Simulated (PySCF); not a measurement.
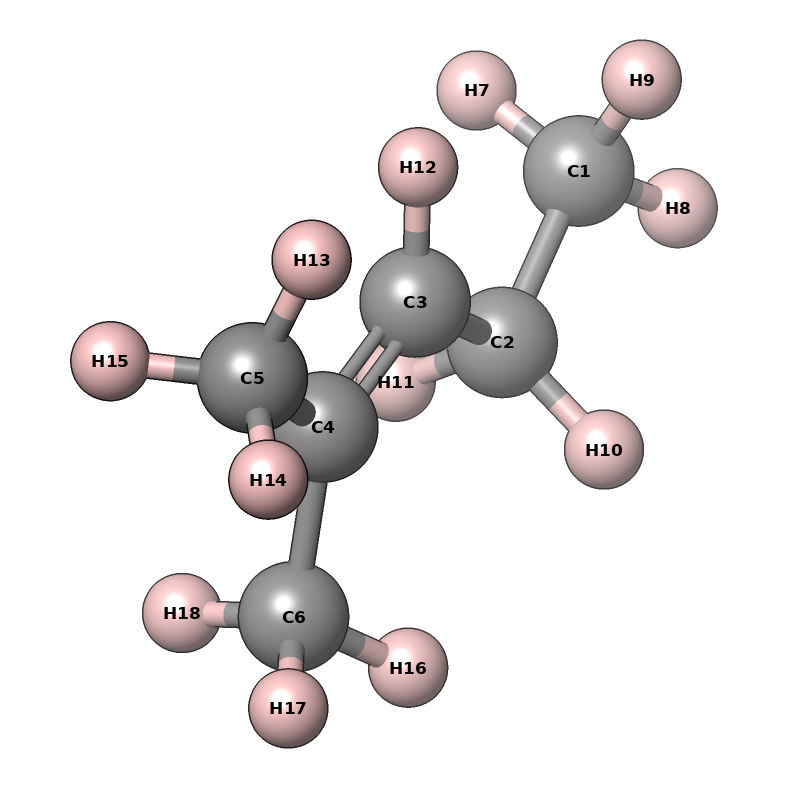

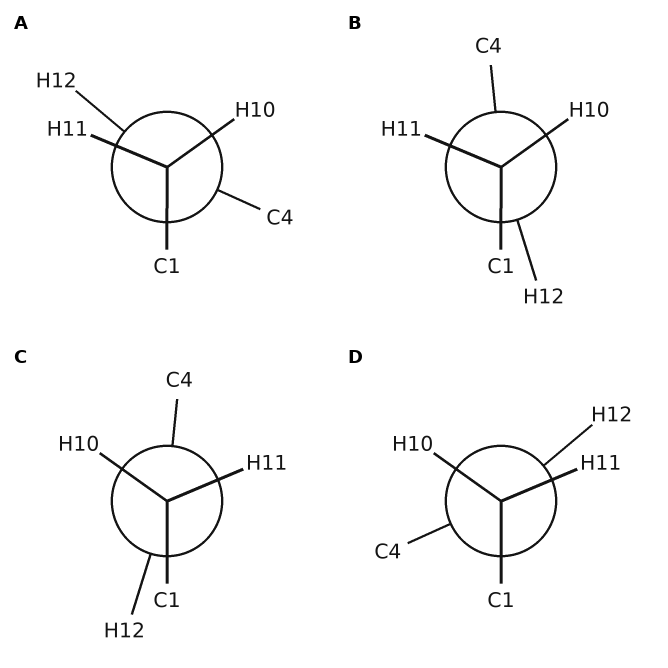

Depth is shown by fading: the farther an atom, the more it takes the colour of the background. Bonds that would overlap in a projection are set slightly apart. Geometry: a frame of a GFN2-xTB molecular-dynamics simulation, not a minimum.

### Which Newman projection shows the view along C2–C3, with C2 in front?

B. The torsion angle C1–C2–C3–C4 is 174°, antiperiplanar (anti).
